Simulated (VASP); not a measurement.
Mo₃P₂

The calculation's input:

```
PREC = Accurate
ENCUT = 520
EDIFF = 1E-6
ISMEAR = 0
SIGMA = 0.1
LREAL = False
LASPH = True
NELM = 100
ALGO = Fast
ISIF = 2
LWAVE = False
LCHARG = True
GGA = PE
LELF = True
LVHAR = True
NBANDS = 34
```

Command:

```sh
cat potpaw_PBE.64/Mo_sv/POTCAR potpaw_PBE.64/P/POTCAR > POTCAR
mpirun -np 1 vasp_std > vasp.out
```

Below, planes, directions and counts refer to the conventional cell (a = 5.20 Å, b = 5.20 Å, c = 3.30 Å, α = 90.00°, β = 90.00°, γ = 120.00°).

Space group P-62m; a generated structure, not necessarily the stable one.

Level of theory: Kohn-Sham DFT of a periodic cell, PBE, VASP PAW PBE potentials, recommended (VASP).

The density is the valence pseudo-density of a PAW calculation; it isn't the true density close to the nuclei.

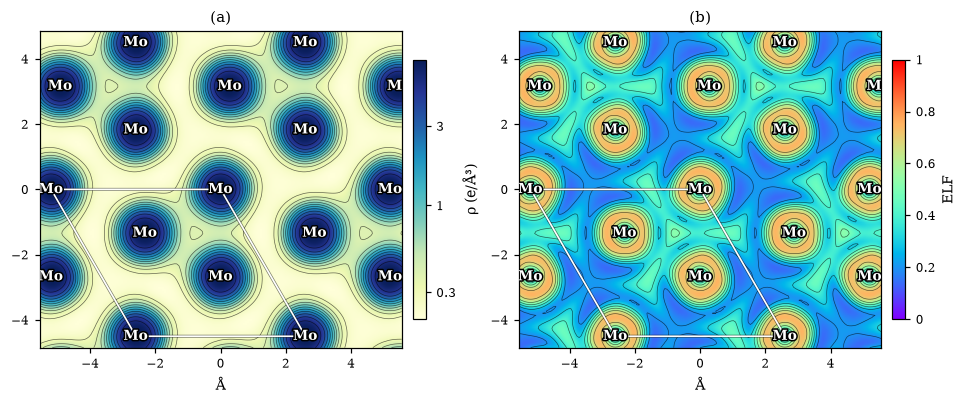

Figure 1. (a) valence electron density; (b) ELF on the (001) plane of the conventional cell.

Describe what can be read from this map.

Atoms in the plane: Mo.
Mo–Mo (2.68 Å): ρ is about 0.45 e/Å³ halfway; the ELF is about 0.40 at the midpoint.
Between the atoms the lowest density in this plane is 0.21 e/Å³.
The features right at Mo lie inside the PAW spheres, where the map follows smoothed inner orbitals and isn't to be read closely.

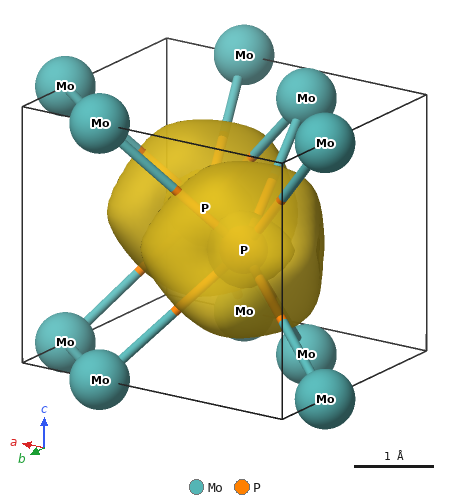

Figure 2. Isosurface of the ELF at 0.6 (yellow), seen at an oblique angle. Only the valence region is drawn (cores and ρ < 0.01 e/Å³ removed). Sticks mark near contacts.

Identify the bonds, lone pairs and shells in this picture.

The surface consists of two regions wrapped around P (the valence shell of each), counted in one cell of 5 atoms. Regions shared between cells count once. Along the contacts the grid gives the following. Mo–P (2.47 Å): the ELF peaks at about 0.80 in the valence shell of P, 0.8 Å from its nucleus, and is about 0.45 at the midpoint.
